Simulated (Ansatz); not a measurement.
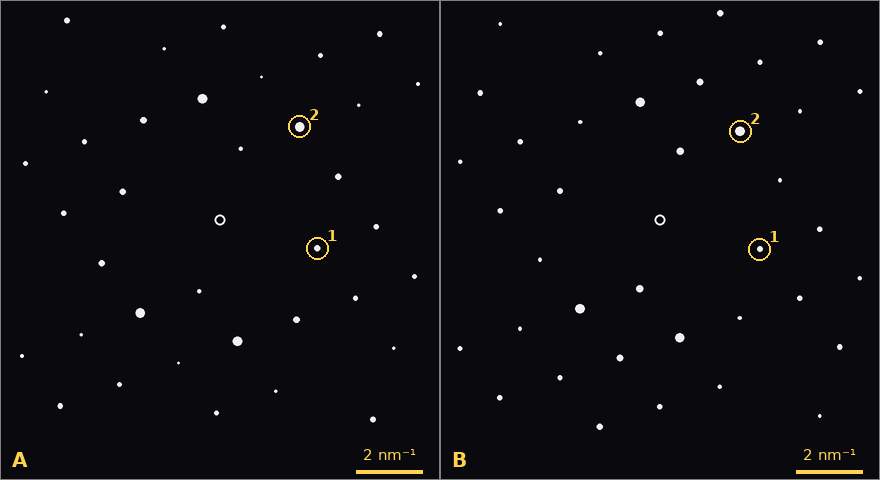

Kinematic electron diffraction patterns (120 kV, B = 0.5 Å², same scale) along [101] of the run's own cell, for the start and the end of one relaxation of AlSe3 with Ansatz 0.2.0, DFT, PAW plane waves, pbe. k mesh 5×5×5. The start is a generated model structure, and the relaxation ends in the nearest stationary point of its symmetry, not necessarily the ground state. Spot 1 is -1 -2 1 and spot 2 is 1 -1 -1 in both.

Start structure:

```
CELL_PARAMETERS angstrom
3.15017 5.45625 0.00000
-3.15017 5.45625 0.00000
0.00000 -3.63750 5.57147
ATOMIC_POSITIONS crystal
Al 0.00000 0.00000 0.00000
Al 0.50000 0.50000 0.50000
Se 0.87800 0.62200 0.75000
Se 0.25000 0.87800 0.75000
Se 0.62200 0.25000 0.75000
Se 0.12200 0.37800 0.25000
Se 0.75000 0.12200 0.25000
Se 0.37800 0.75000 0.25000
```

**Which pattern belongs to the start structure, and which to the relaxed one?**

B is the start: its cell gives d(1) = 3.150 Å, d(2) = 2.742 Å and an angle of 64.2°. A is the relaxed structure, with d(1) = 3.236 Å (+2.7 %), d(2) = 2.674 Å (-2.5 %) and 65.6°.

**Name reflections whose intensity changes strongly on relaxation.**

2 0 -2 goes from 26 to 0.044 % of the strongest spot; 1 0 -1 goes from 33 to 2.8 % of the strongest spot; 0 2 0 goes from 2.1 to 20 % of the strongest spot.

**Summarise the relaxation behind the change.**

The volume changed by -10.1 % to 21.52 Å³ an atom; with the mean shift removed, the atoms moved by up to 0.45 Å relative to the cell (Se most); the space group stayed R-3c (No. 167); the free energy fell by 250 meV an atom. Relaxed cell: a = 6.471 Å, b = 6.471 Å, c = 6.042 Å, α = 122.38°, β = 122.38°, γ = 60.00°.
